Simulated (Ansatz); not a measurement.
## Yb (fcc, Cu type): energy over volume and axial ratio

Yb (fcc, Cu type), conventional cell a = b = c = 5.224 Å, α = β = γ = 90.00°. The calculation uses the primitive cell of 1 atom, to which meshes and values per cell refer.

The relaxed cell is deformed in two ways at once: its volume V is scaled, and at that volume it is stretched along z (the c axis of the conventional cell) so that c/a changes. Fractional atomic positions are held.

Method: PBE (plane waves to 420 eV, PAW, scalar-relativistic; Ansatz, a first-principles code). k mesh 15×15×15 (Γ-centred), Fermi-Dirac smearing 0.05 eV. The energy includes the smearing's −TS. Stress and pressure are positive under compression. With partly filled bands, the response to shear is sensitive to the k mesh, so small differences along c/a are uncertain. The relaxed volume of Yb is well below the measured one. Yb is run without spin polarisation. Yb was relaxed with its symmetry unable to fall. The filling of the f shell was not checked against other fillings, so treat energies with care. The zero of ΔE is the relaxed starting cell.

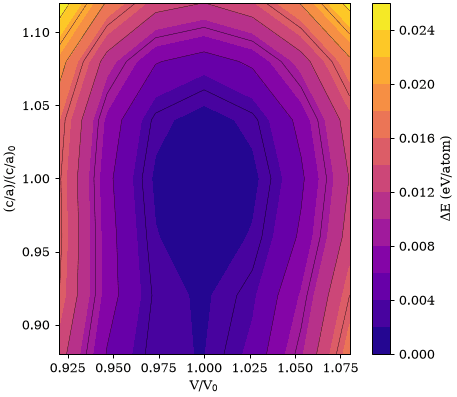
Fig. 1. ΔE (eV/atom) over the 7×7 grid of computed points.

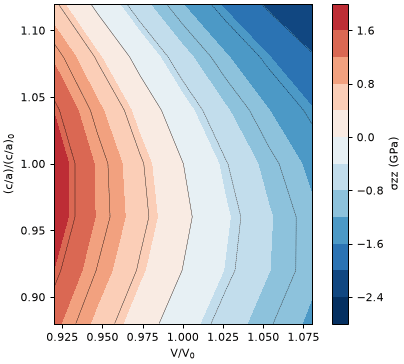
Figure. σzz (GPa) over the 7×7 grid of computed points.

Highest place on the grid: V/V₀ = 0.920, (c/a)/(c/a)₀ = 1.120 (26 meV/atom). Lowest place on the grid: V/V₀ = 1.000, (c/a)/(c/a)₀ = 1.000 (0 meV/atom).

(Under strain, the slope of the energy per volume gives the stress and its curvature an elastic modulus.)
